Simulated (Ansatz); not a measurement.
# Calculations on CH₄BrFOSi

### Relaxation

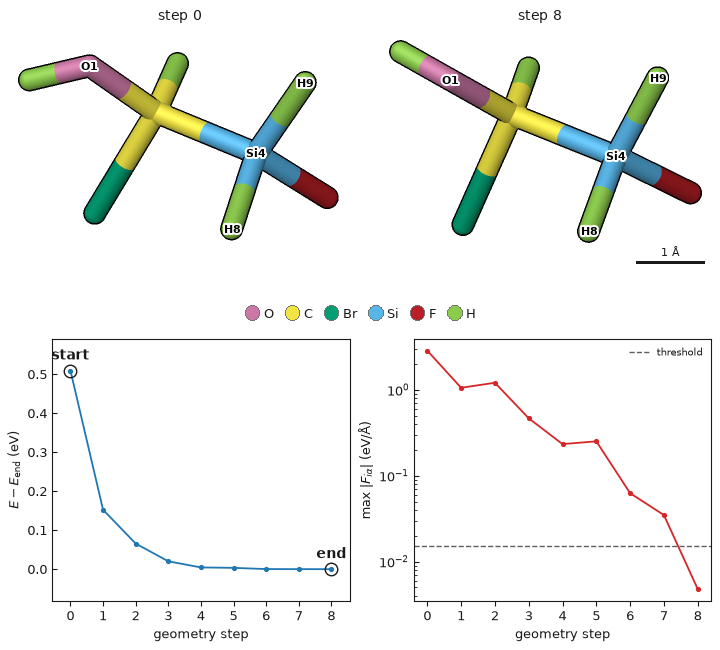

First and last geometry of a relaxation of CH$_{4}$BrFOSi, with the history of the run. The picture is a stick view, seen from a free direction.

The run prepares an end point of a later path (torsion) calculation, from a guessed geometry.

Theory: RKS PBE-D4/def2-SVP (Ansatz 0.2.0). Set-up: no spin polarisation; force threshold 0.015 eV/Å; at most 40 steps.

**Did the run converge, and what did it change?**

It converged. After 8 geometry steps the energy has fallen by 0.510 eV. Largest force component: 2.9 eV/Å at the start, 0.0048 eV/Å at the end. The largest move after the best rigid fit is that of an H atom, 0.45 Å. Largest moves by element: H 0.45 Å, O 0.26 Å, Br 0.24 Å, F 0.08 Å, C 0.08 Å, Si 0.07 Å. Some distances before and after: C–Si 1.812 → 1.908 Å, Br–C 1.980 → 2.041 Å, H–Si 1.525 → 1.495 Å, F–Si 1.611 → 1.637 Å. Bond angles that change, for instance: O–C–Si 120.3° → 108.3°, O–C–H 104.5° → 114.6°, H–Si–H 105.1° → 112.4°. Groups turn about C–O by about 45°. The run took 22 s on 2 threads of Intel(R) Xeon(R) Platinum 8488C (Sapphire Rapids), on a shared host, peak memory 0.21 GiB.

### Relaxation

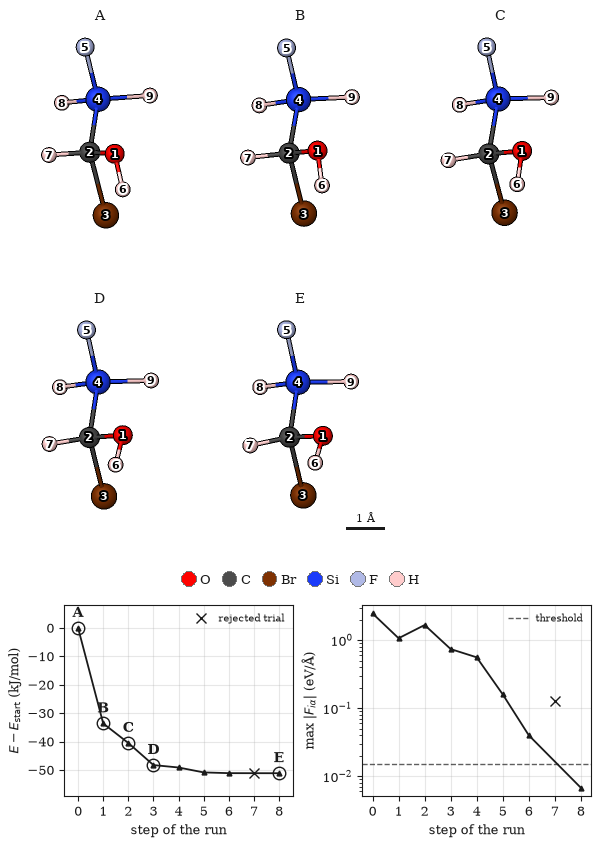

Frames of a relaxation of CH₄BrFOSi, marked on the history of the run. A ball-and-stick model, seen from a free direction.

The run prepares an end point of a later path (torsion) calculation, from a guessed geometry.

Method: RKS PBE-D4/def2-SVP in Ansatz 0.2.0. Set-up: no spin polarisation; force threshold 0.015 eV/Å; at most 40 steps.

Q: Describe the path.

A: Over 7 accepted moves (8 points after the start) the energy falls by 51.1 kJ/mol. Largest force component: 2.5 eV/Å at the start, 0.0068 eV/Å at the end. The line search rejected the trial step at point 7 of the run. H6 moves most after the best rigid fit: 0.43 Å. By element the largest moves are H 0.43 Å, Br 0.35 Å, O 0.26 Å, C 0.06 Å, Si 0.05 Å, F 0.04 Å. Some distances before and after: C2–Br3 1.980 → 2.073 Å, C2–Si4 1.812 → 1.904 Å, Si4–F5 1.611 → 1.643 Å, Si4–H8 1.525 → 1.495 Å. Among the angles between lasting bonds that change: Br3–C2–Si4 109.9° → 98.8°, O1–C2–H7 104.5° → 114.9°, H8–Si4–H9 105.1° → 114.3°. Groups turn about O1–C2 by about 50°. Cost: 17 s on 2 threads of Intel(R) Xeon(R) Platinum 8488C (Sapphire Rapids), on a shared host, peak memory 0.21 GiB. From step 0 to 1: Br3 moves most (0.18 Å), energy −33.6 kJ/mol. From step 1 to 2: H6 moves most (0.16 Å), energy −6.87 kJ/mol. From step 2 to 3: H6 moves most (0.09 Å), energy −7.77 kJ/mol. From step 3 to 8: Br3 moves most (0.08 Å), energy −2.87 kJ/mol.

```csv
step,"E − E(0), kJ/mol","largest force component, eV/Å",note
0,0.00,2.4670,
1,-33.60,1.0673,
2,-40.47,1.6694,
3,-48.24,0.7403,
4,-49.09,0.5597,
5,-50.82,0.1600,
6,-51.08,0.0401,
7,-51.02,0.1259,rejected
8,-51.10,0.0068,
```

### Path

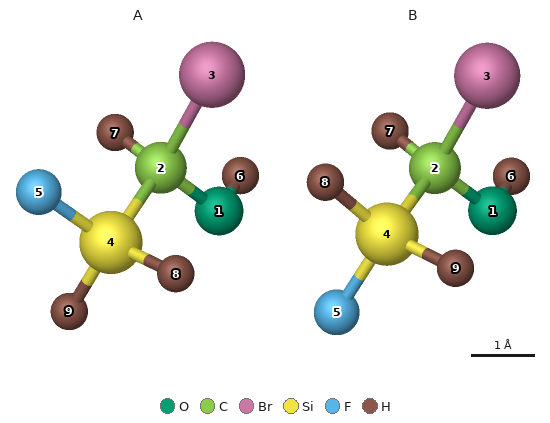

The two relaxed end points of a path for CH₄BrFOSi. The picture is a ball-and-stick view, seen from a free direction.

These are results of RKS PBE-D4/def2-SVP in Ansatz 0.2.0, not measurements.

Set-up: 5 movable images; climbing image; force threshold 0.03 eV/Å; iteration limit 60.

Start:
```xyz
9

O     0.1991    1.6060   -0.3771
C     0.4964    0.2637   -0.4406
Br    0.0298   -0.5611   -2.2486
Si   -0.5785   -0.6498    0.8445
F    -0.1778   -2.2364    0.8164
H     0.8161    2.1034   -0.9497
H     1.5802    0.0264   -0.3672
H    -2.0212   -0.4764    0.4926
H    -0.2556   -0.1220    2.2128
```

End:
```xyz
9

O     0.9937    1.3696   -0.0181
C     0.4221    0.2378   -0.5273
Br   -1.1107    0.6395   -1.8639
Si   -0.5737   -0.7257    0.7785
F     0.4450   -1.2323    1.9645
H     1.5621    1.7837   -0.6974
H     1.0919   -0.3799   -1.1633
H    -1.1610   -1.9369    0.1276
H    -1.5810    0.1980    1.3825
```

What barrier does the band find between them, and by what path?

Forward barrier 1.96 kcal/mol, backward barrier 3.58 kcal/mol, with image 3 at the top; the reaction energy is −1.62 kcal/mol. The motion is a rotation about the C2–Si4 bond by about 120°. No bond forms or breaks between the ends. Bond angles that change up to the highest image, for instance: C2–Si4–H8 109.2° → 112.5°, Si4–C2–H7 113.7° → 111.0°. The band converged in 7 iterations, with a climbing image at the top. At the top, the vibrational analysis gives one imaginary mode (70i cm⁻¹), as a transition state must have.

Energies of the converged images:

```tsv
image	path (Å)	E (kcal/mol)
0	0.00	0.00
1	0.61	0.49
2	1.21	1.47
3	1.82	1.96
4	2.52	1.15
5	3.22	-0.58
6	3.92	-1.62
```

The geometry at the top of the path:

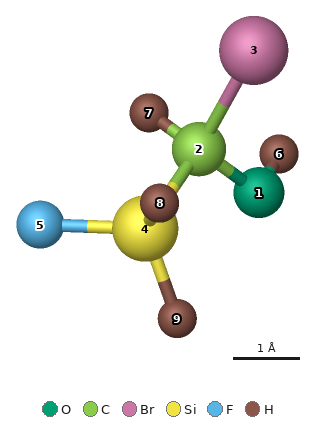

The run took 56 s on 2 threads of Intel(R) Xeon(R) Platinum 8488C (Sapphire Rapids), on a shared host, peak memory 0.19 GiB.
